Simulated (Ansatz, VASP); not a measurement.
# InAs: VASP beside Ansatz

Aim: how closely do two programs agree when they are given the same cell, functional and k mesh? Valence electrons are named where the data sets of a main pair hold unlike numbers.

Main program and level: Ansatz 0.2.0; plane waves, with VASP 6.6.1 beside it; band structure at HSEsol and band structure at HSE06, spin-orbit coupling.

### Step 1. The starting structure

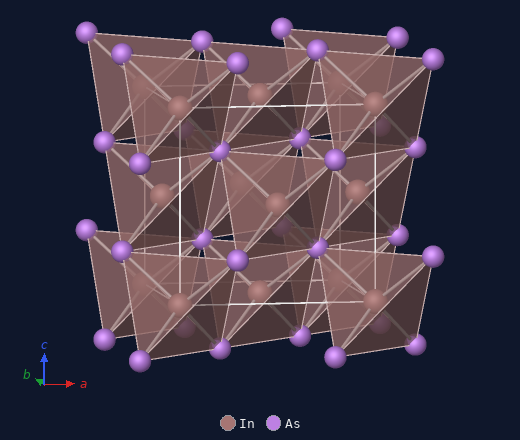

The starting structure, seen slightly off an axis (indium brown, arsenic purple). This picture shows the conventional cell, with its axes. Some periodic images of atoms are drawn too.

Structure file:

```cif
data_structure
_symmetry_space_group_name_H-M 'P 1'
_symmetry_Int_Tables_number 1
_cell_length_a 4.2837
_cell_length_b 4.2837
_cell_length_c 4.2837
_cell_angle_alpha 60.000
_cell_angle_beta 60.000
_cell_angle_gamma 60.000
_cell_volume 55.58
loop_
_atom_site_label
_atom_site_type_symbol
_atom_site_fract_x
_atom_site_fract_y
_atom_site_fract_z
_atom_site_occupancy
In1 In 0.00000 0.00000 0.00000 1
As2 As 0.25000 0.25000 0.25000 1
```

### Step 2. Ansatz: band structure, HSEsol

Ansatz runs on its default PAW (the set named soft_2) files.

The same path points are solved in both programs, so levels can be compared one by one.

input.yaml reads:

```yaml
crystal:
  lattice:
    - [0.0, 3.029, 3.029]
    - [3.029, 0.0, 3.029]
    - [3.029, 3.029, 0.0]
  atoms:
    - { symbol: In, position: [0.0, 0.0, 0.0] }
    - { symbol: As, position: [0.25, 0.25, 0.25] }
hamiltonian:
  xc:
    exchange: hjs_pbesol
    correlation: pbesol
    exx: { coeff: 0.25, omega: 0.2 }
  pseudopotentials: { kind: paw }
kpoints:
  mp_grid: { grid: [4, 4, 4] }
  band_path:
    path:
      - [0.0, 0.0, 0.0]
      - [0.5, 0.0, 0.5]
      - [0.5, 0.2, 0.7]
      - [0.4, 0.35, 0.75]
      - [0.15, 0.15, 0.3]
      - [0.2, 0.2, 0.2]
      - [0.55, 0.4, 0.55]
      - [0.6, 0.25, 0.65]
      - [0.5, 0.25, 0.75]
      - [0.5, 0.5, 0.5]
      - [0.375, 0.375, 0.75]
      - [0.5, 0.0, 0.5]
    npoints: 1
scf:
  occupations: { method: gaussian, width: 0.02 }
  n_extra_bands: 7
output:
  forces: true
  stress: true
  eigenvalues: true
  write_density: true
  write_potential: true
  elf: true
  volumetric_format: npy
```

On the command line:

```
ansatz run input.yaml --threads 4 --pin off --max-ram 9216MiB --backend cpu --events-out ev --progress --plain --runs-dir out
```

Numbers of over 12 decimals in the logs are rounded to 6 here.

The log of the run:

```text
Warning: output.stress: scf.convergence.dr2_threshold = 1e-7 eV (the SCF's general default) is looser than the 2e-10 eV advised for a printed stress (1e-10 eV for each atom of the cell: 2). What an SCF threshold leaves in a stress goes as its square root, and in the free energy as the threshold itself, and one threshold admits the most on a small cell: [figures from the program's tests cut] Set scf.convergence.dr2_threshold to 2e-10 eV or tighter. The threshold is an SCF's pass mark: one that does not reach it within its budget of iterations ends unconverged, or closes short of it on a stop that the run arms, and scf.convergence.dr2_threshold's page says what that costs each kind of run
Warning: output.stress: scf.exx.energy_threshold = 1e-6 eV is looser than the 2e-8 eV advised for a stress under a hybrid functional (1e-8 eV for each atom of the cell: 2). Every SCF of the exchange loop can meet its threshold on dr2 while the loop round them stops early: no threshold on dr2 bounds what that leaves in the stress. Set scf.exx.energy_threshold to 2e-8 eV or tighter. The threshold is the loop's pass mark: a loop that does not reach it within its budget of cycles ends unconverged, and scf.exx.energy_threshold's page has the law
scf.n_extra_bands = 7 over 14 filled bands (N_el = 28.0): the run solves 21 bands
Engine: ansatz 0.2.0, aarch64-unknown-linux-gnu
Pseudopotentials: kind: paw
Pseudopotential: In, paw, valence charge 13, recommended cutoff 420 eV (normal), In.paw.azcp
Pseudopotential: As, paw, valence charge 15, recommended cutoff 420 eV (normal), As.paw.azcp
Functional definition: unnamed
  parameter a_1 = 0.25
  parameter omega_1 = 0.2/angstrom
  exchange = pbe_x(mu = 0.123457) + (-a_1)*hjs_pbesol_x_sr(omega_1) + a_1*exact_x_sr(omega_1)
  correlation = pbe_c(beta = 0.046)
Crystal: 2 atoms, lattice volume = 55.581 Å³
Basis set: ecut = 420 eV, 1067 PW (Γ), exchange–correlation on 60×60×60 points (8 copies of the dense FFT grid, shifted against one another)
Bands: 21, of which v1, the nominal top of the filled ones, is band 14 counted from 1 (13 counted from 0)
Symmetry: 24 space group operations
Space group: F-43m (ITA 216), of the structure as read, at distance tolerance 3.8e-5 Å
k-points: 8 of 64 (time reversal used)
Non-local potential: In, projectors of the file, l = 0: 2, l = 1: 2, l = 2: 2, l = 3: 2
Non-local potential: As, projectors of the file, l = 0: 2, l = 1: 2, l = 2: 3, l = 3: 1
PAW form: soft (Blöchl's): semilocal exchange-correlation on the pseudo side does not see the compensation charge
PAW frozen core: In, regenerated for the run's functional, and the local potential with it (the file was generated under x = pbe(κ = 0.804, μ = 0.219515), c = pbe(β = 0.066725))
PAW frozen core: As, regenerated for the run's functional, and the local potential with it (the file was generated under x = pbe(κ = 0.804, μ = 0.219515), c = pbe(β = 0.066725))
PAW one-centre angular grid: In, 590 points (default); XC on 64 Gauss nodes
PAW one-centre angular grid: As, 590 points (default); XC on 64 Gauss nodes
Initial density: superposition of atomic densities (neutral atoms: chi_scale 0, normalization atom), corrected by the library's trained network
Initial wavefunctions: pseudopotential atomic-orbital guess
Functional: x = pbesol(κ = 0.804, μ = 0.123457), c = pbesol(β = 0.046), warm-up for x = hjs_pbesol + 0.25 (exact − hjs_pbesol) at short range (ω = 0.2 Å⁻¹), c = pbesol(β = 0.046)
SCF iter   1: F=—  HF=-10338.687796 eV  |F-HF|=—  |Δ(HF+E_count)|=         —  Δρ=3.07e-3  dr2=8.32e-3  ethr=1.77e-3  ⟨swp⟩=13.1  Hψ=805  notcnv=0
preconditioner: auto → none  [insulator: Δε(μ)=0.811 eV  Ē_g=16.915 eV  σ=0.020 eV  W_gap=0.67  n_scr=14 (ndim 8)  ℏωp=21.1 eV  f_vac=0.107  D(μ)=2.41/eV (n_scr^D=14)]
iter 2 solved again at ethr=1.07e-6 eV; its pass at ethr=2.97e-5 eV (dr2=3.00e-4 eV) is discarded
SCF iter   2: F=—  HF=-10338.684802 eV  |F-HF|=—  |Δ(HF+E_count)|=   2.99e-3  Δρ=8.27e-4  dr2=3.11e-4  ethr=1.07e-6  ⟨swp⟩=4.1  Hψ=827  notcnv=0  defer=5
SCF iter   3: F=—  HF=-10338.684730 eV  |F-HF|=—  |Δ(HF+E_count)|=   7.16e-5  Δρ=3.46e-4  dr2=5.08e-5  ethr=1.07e-6  ⟨swp⟩=3.2  Hψ=393  notcnv=0  defer=3
SCF iter   4: F=—  HF=-10338.684753 eV  |F-HF|=—  |Δ(HF+E_count)|=   2.28e-5  Δρ=1.51e-4  dr2=8.17e-6  ethr=1.81e-7  ⟨swp⟩=3.4  Hψ=305  notcnv=0  defer=2
SCF iter   5: F=—  HF=-10338.684758 eV  |F-HF|=—  |Δ(HF+E_count)|=   4.98e-6  Δρ=2.45e-5  dr2=2.26e-7  ethr=2.92e-8  ⟨swp⟩=3.6  Hψ=363  notcnv=0  defer=1
SCF iter   6: F=—  HF=-10338.684758 eV  |F-HF|=—  |Δ(HF+E_count)|=   2.98e-7  Δρ=4.34e-6  dr2=8.38e-9  ethr=8.07e-10  ⟨swp⟩=4.1  Hψ=397  notcnv=0  defer=1
SCF iter   7: F=-10338.684758 eV  HF=-10338.684758 eV  |F-HF|=1.33e-10  |Δ(HF+E_count)|=   1.50e-8  Δρ=7.22e-7  dr2=2.89e-10  ethr=2.99e-11  ⟨swp⟩=3.9  Hψ=384  notcnv=0  defer=1
SCF 1 converged in 7 iterations: F = -10338.684758 eV  dr2 = 2.89e-10
  greatest PAW one-centre occupation: 0.999 electrons in one spin orbital (limit 2), on the As atom at site 1 (counted from 0), in its partial waves of l = 2
Initial density: handed on by an earlier stage of this run
Initial wavefunctions: those handed on with the density
Functional: x = hjs_pbesol + 0.25 (exact − hjs_pbesol) at short range (ω = 0.2 Å⁻¹), c = pbesol(β = 0.046)
Exchange kernel: α = 0.2500, screened, ω = 0.2000 Å⁻¹, Wigner–Seitz truncation, v(0) = 1113.5170 eV·Å³, q-mesh 4×4×4, nearest image of the exchange supercell L = 17.13 Å, pair-density grid 18×18×18, without the augmentation charges, whose exchange is taken in its separable form by FFT convolution over the k-point mesh (sized by the pseudopotential files, 24×24×24 at the most), smooth part of the exact exchange by density-matrix convolution
Frozen-core exchange: fock
iter 1 solved again at ethr=4.90e-5 eV; its pass at ethr=1.00e-1 eV (dr2=1.37e-2 eV) is discarded
SCF iter   1: F=—  HF=-10375.816692 eV  |F-HF|=—  |Δ(HF+E_count)|=         —  Δρ=6.73e-3  dr2=1.59e-2  ethr=4.90e-5  ⟨swp⟩=4.9  Hψ=951  notcnv=0
preconditioner: auto → none  [insulator: Δε(μ)=0.284 eV  Ē_g=19.071 eV  σ=0.020 eV  W_gap=1.00  n_scr=14 (ndim 8)  ℏωp=21.1 eV  f_vac=0.098  D(μ)=0.00/eV (n_scr^D=0)]
[...]
SCF iter   3: F=—  HF=-10375.806539 eV  |F-HF|=—  |Δ(HF+E_count)|=   1.98e-4  Δρ=9.31e-4  dr2=1.25e-3  ethr=5.10e-6  ⟨swp⟩=2.1  Hψ=306  notcnv=0
SCF iter   4: F=—  HF=-10375.806526 eV  |F-HF|=—  |Δ(HF+E_count)|=   1.31e-5  Δρ=2.20e-4  dr2=1.04e-3  ethr=7.25e-7  ⟨swp⟩=3.1  Hψ=308  notcnv=0
SCF iter   5: F=—  HF=-10375.816823 eV  |F-HF|=—  |Δ(HF+E_count)|=   1.03e-2  Δρ=7.95e-4  dr2=2.48e-4  ethr=6.68e-8  ⟨swp⟩=5.0  Hψ=627  notcnv=0
SCF iter   6: F=—  HF=-10375.816733 eV  |F-HF|=—  |Δ(HF+E_count)|=   8.96e-5  Δρ=5.84e-5  dr2=1.81e-5  ethr=6.68e-8  ⟨swp⟩=4.0  Hψ=404  notcnv=0
SCF iter   7: F=-10375.816856 eV  HF=-10375.816859 eV  |F-HF|=3.57e-6  |Δ(HF+E_count)|=   1.26e-4  Δρ=1.07e-4  dr2=6.00e-6  ethr=2.16e-9  ⟨swp⟩=5.0  Hψ=609  notcnv=0
SCF 2 stopped early in 7 iterations: F = -10375.816856 eV  dr2 = 6.00e-6
hybrid outer 1: dexx = +1.171e-2 eV, tail = 7.37e-5 eV
Exchange kernel: α = 0.2500, screened, ω = 0.2000 Å⁻¹, Wigner–Seitz truncation, v(0) = 1113.5170 eV·Å³, q-mesh 4×4×4, nearest image of the exchange supercell L = 17.13 Å, pair-density grid 18×18×18, without the augmentation charges, whose exchange is taken in its separable form by FFT convolution over the k-point mesh (sized by the pseudopotential files, 24×24×24 at the most), smooth part of the exact exchange by density-matrix convolution
Frozen-core exchange: fock
SCF iter   1: F=—  HF=-10375.817050 eV  |F-HF|=—  |Δ(HF+E_count)|=         —  Δρ=5.84e-5  dr2=1.56e-6  ethr=1.32e-6  ⟨swp⟩=3.9  Hψ=351  notcnv=0
preconditioner: auto → none  [insulator: Δε(μ)=0.446 eV  Ē_g=19.043 eV  σ=0.020 eV  W_gap=1.00  n_scr=14 (ndim 8)  ℏωp=21.1 eV  f_vac=0.104  D(μ)=0.00/eV (n_scr^D=0)]
SCF iter   2: F=—  HF=-10375.817050 eV  |F-HF|=—  |Δ(HF+E_count)|=   2.40e-7  Δρ=2.02e-5  dr2=6.79e-7  ethr=3.70e-9  ⟨swp⟩=4.0  Hψ=505  notcnv=0
SCF iter   3: F=—  HF=-10375.817050 eV  |F-HF|=—  |Δ(HF+E_count)|=   5.01e-8  Δρ=5.48e-6  dr2=5.57e-7  ethr=5.06e-10  ⟨swp⟩=3.0  Hψ=360  notcnv=0
SCF iter   4: F=—  HF=-10375.817066 eV  |F-HF|=—  |Δ(HF+E_count)|=   1.61e-5  Δρ=1.21e-5  dr2=1.32e-7  ethr=4.07e-11  ⟨swp⟩=4.9  Hψ=600  notcnv=0  defer=2
SCF iter   5: F=-10375.817066 eV  HF=-10375.817066 eV  |F-HF|=3.58e-9  |Δ(HF+E_count)|=   6.95e-8  Δρ=2.23e-6  dr2=5.65e-9  ethr=4.07e-11  ⟨swp⟩=4.0  Hψ=464  notcnv=0
SCF 3 converged in 5 iterations: F = -10375.817066 eV  dr2 = 5.65e-9
  Residual-converged pass: ⟨swp⟩=2.2  Hψ=262  notcnv=0  max |occ|·‖R‖ = 2.3e-6 eV (tolerance 2.4e-6 eV)  dr2=5.64e-9  dr2_onsite=1.34e-9  max |Δocc| = 1.6e-62
hybrid outer 2: dexx = +8.569e-7 eV, tail = 3.15e-8 eV, Δε = 3.33e-3 eV (about 1.36e-4 eV left of the loop's levels)
NSCF: frozen V_eff on 12 k-points
hybrid SCF converged: 2 outer / 12 inner (+7 warm-up), last move |dexx| = 8.57e-7 eV, tail = 3.15e-8 eV
Stability not checked: this state was not tested for a lower state beside it, because the functional holds exact exchange (a hybrid, or Hartree-Fock), whose exchange loop this test does not read (fock_operator; see scf.lower_state_search)
Free energy (F): -10375.817066 eV
Frozen-core exchange: fock
Harris-Foulkes:  -10375.817066 eV  (|F-HF|=3.58e-9)
Internal energy: -10375.817066 eV  (E = F + TS)
E sigma→0 (E₀):  -10375.817066 eV
Fermi energy:    7.519243 eV
--- Per-component energies (eV) ---
  E_band       = -382.314691
  E_kinetic    = 346.962478
  E_local      = -3289.137416  (includes V_loc(G=0)·N_el)
  E_nonlocal   = -299.508454
  E_hartree    = 1591.036508
  E_xc         = -232.842543
  E_vxc        = -142.894722  (∫ρ·V_xc dr)
  E_exx        = -93.989791  (= α·E_x^exact, valence–valence)
  E_paw        = -5880.328132  (= ΣΔE_a)
  E_vpaw       = 8.167486  (= ΣTr[D̂ρ^β])
  E_aug_tail   = 0.000034  (compensation charges beyond the density's cutoff)
  E_ewald      = -2518.619559
  E_core_change = 0.609808  (= ΣΔE_core)
  E_smearing   = -0.000000  (= −TS)
  E_closure    = 0.000000  (closes the sum)
  Σ components = -10375.817066   (vs F -10375.817066, Δ=0.00e0)
--- Forces (eV/Å), atoms counted from 1 ---
  atom   1  In     0.00000000    -0.00000000    -0.00000000
  atom   2  As    -0.00000000    -0.00000000    -0.00000000
  max |Σ_I F_I| component: 3.23e-16 eV/Å
--- Stress (GPa, compression-positive) ---
       -0.227454       0.000000      -0.000000
        0.000000      -0.227454       0.000000
       -0.000000       0.000000      -0.227454
  P = ⅓ Tr σ = -0.2275 GPa (-2.275 kbar)
--- Band table (eV; the first three rows and the last of 8) ---
  k-point 0: bands = [... 10 lower, -5.7124, 7.2951, 7.2951, 7.2951, 7.7424, 11.9222, 11.9222, 11.9222, ... 3 higher]
  k-point 1: bands = [... 10 lower, -5.0579, 3.3563, 6.6804, 6.6804, 9.1847, 12.6832, 12.6832, 13.2426, ... 3 higher]
  k-point 2: bands = [... 10 lower, -4.1048, 1.0129, 6.2208, 6.2208, 8.8754, 12.7120, 12.7120, 14.8878, ... 3 higher]
  k-point 7: bands = [... 10 lower, -3.4464, 1.1111, 4.0838, 4.1937, 12.2256, 12.4015, 13.1065, 14.0658, ... 3 higher]
```

Run time: 42 s. Hardware: 4 threads of Arm Neoverse N1, shared host; peak memory 0.79 GiB; 2.5 min of CPU time.

[end of part 1 of 2]

[Lines on the potential files, build, host, timing and source positions are cut from VASP's logs without a mark.]

[Logs are printed without paths, hosts, clocks, repeated set-up lines and the standing remarks that a program may print on its own settings, such as how far it seeks lower states.]

[Hosts, paths, dates, database ids (printed as entryN), source tags and the programs' standing remarks are cut or masked in the printed files.]
